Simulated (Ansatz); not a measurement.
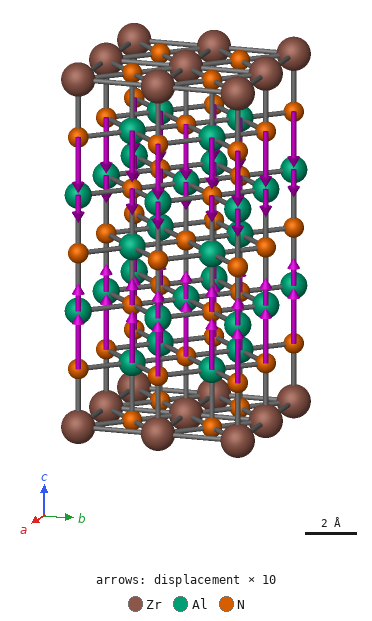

This is a relaxation of solid ZrAl₅N₆ (a generated structure, set up in P4/mmm) (coarse preliminary run). The starting structure is drawn; purple arrows show the displacements (the part carried along by the change of the cell is left out), 10 times their true length.

A ball-and-stick model of the cell of the calculation, repeated 2 × 2 × 1 with one cell outlined, seen slightly off an axis.

Theory: Ansatz, DFT PBE, scalar-relativistic, plane waves, PAW. Set-up: plane-wave cutoff 420 eV; k-point mesh 6 × 6 × 2; occupations gaussian; smearing width 0.1 eV; no spin polarisation; cell and atoms relaxed; force threshold 0.04 eV/Å; at most 70 steps.

**Describe the change and its energy.**

Over 7 accepted moves (9 points after the start) the energy falls by 646 meV per atom. Largest force component: 0.91 eV/Å at the start, 0.0036 eV/Å at the end. Pressure: −37.40 GPa at the start and −0.01 GPa at the end. The SCF was repeated twice at an unchanged geometry on a basis and grid sized afresh for the cell, which shifted the energy by 2.3 meV per atom at most. The largest moves relative to the cell, 0.23 Å, are those of N atoms. Largest moves by element: N 0.23 Å, Al 0.21 Å. Zr stays in place. The volume changes by −28.5 %, with a = b 3.330 → 2.989 Å (−10.3 %), c 14.130 → 12.551 Å (−11.2 %). Some distances before and after: Al–N 2.355 → 1.984 Å, Zr–Zr 3.330 → 2.989 Å, Al–N 2.355 → 2.113 Å, N–Zr 2.355 → 2.113 Å. The space group stays P4/mmm (No. 123). Cost: 3 min on 1 thread of Intel(R) Xeon(R) Processor @ 2.50GHz (Skylake/Cascade Lake), with other jobs on the host, peak memory 0.48 GiB.
